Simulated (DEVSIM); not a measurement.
Structure: Ti/SiO2/n-Si capacitor, at 300 K.

| layer (left to right) | material | thickness (nm) | Nd (cm⁻³) |
|---|---|---|---|
| 1 | SiO2 | 50.0 | - |
| 2 | Si | 1600 | 1.3e17 |

Metal gate on the left, work function 4.33 eV. Fixed charge at the semiconductor interface -6e11 cm⁻² (in units of +e); interface traps 9.6e10 cm⁻² eV⁻¹, uniform in energy, neutral level at 0.5 of the gap above the valence band.

Constants are typed, rounded textbook-type inputs, not results; the design itself was drawn at random and stands for no fabricated device. Values at 300 K.

```tsv
parameter	SiO2	Si
gap (eV)	9	1.124
affinity (eV)	0.9	4.05
permittivity	3.9	11.7
Nc (cm⁻³)	-	2.86e19
Nv (cm⁻³)	-	3.1e19
```

DEVSIM, 1D Poisson equation in equilibrium, Boltzmann statistics, complete ionisation; no quantum confinement or tunnelling. Metal contacts follow the ideal Schottky-Mott rule: no Fermi-level pinning, no interface dipoles.

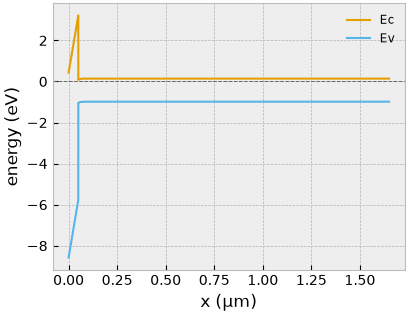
Fig. 1. Band edges at 3.0 V on the gate

Energies count from the Fermi level of the right contact; mesh points crowd at the junctions.

```csv
x (μm),Ec (eV),Ev (eV),n (cm⁻³),p (cm⁻³),field (V/cm)
0.000,0.430,-8.570,< 1e2,< 1e2,560000
0.001514,0.515,-8.485,< 1e2,< 1e2,560000
0.004908,0.705,-8.295,< 1e2,< 1e2,560000
0.01297,1.156,-7.844,< 1e2,< 1e2,560000
0.03399,2.333,-6.667,< 1e2,< 1e2,560000
0.04353,2.867,-6.133,< 1e2,< 1e2,560000
0.04790,3.112,-5.888,< 1e2,< 1e2,560000
0.05004,0.079,-1.045,1.3e18,< 1e2,86000
0.05174,0.091,-1.033,8.4e17,140,61000
0.05559,0.109,-1.015,4.3e17,270,34000
0.06458,0.127,-0.997,2.1e17,550,12000
0.09861,0.139,-0.985,1.3e17,870,510
0.1648,0.139,-0.985,1.3e17,890,≈ 0
0.3193,0.139,-0.985,1.3e17,890,≈ 0
0.8767,0.139,-0.985,1.3e17,890,≈ 0
1.319,0.139,-0.985,1.3e17,890,≈ 0
1.509,0.139,-0.985,1.3e17,890,≈ 0
1.590,0.139,-0.985,1.3e17,890,≈ 0
1.632,0.139,-0.985,1.3e17,890,≈ 0
1.643,0.139,-0.985,1.3e17,890,≈ 0
1.648,0.139,-0.985,1.3e17,890,≈ 0
1.650,0.139,-0.985,1.3e17,890,≈ 0
```
